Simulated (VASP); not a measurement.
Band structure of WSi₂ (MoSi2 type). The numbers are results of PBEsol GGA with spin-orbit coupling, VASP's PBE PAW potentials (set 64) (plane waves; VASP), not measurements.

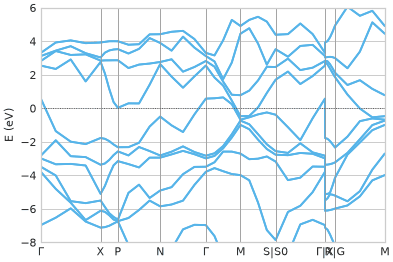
Fig. 1. Bands along high-symmetry lines, zero at the valence-band maximum or, without a gap, the Fermi level

**Question.** Read the plot: is there a gap, and where are the band edges?

**Answer.** It has no gap at this level: it comes out as a metal or semimetal.

The compound is WSi2 in the MoSi2 type structure. It was relaxed first.
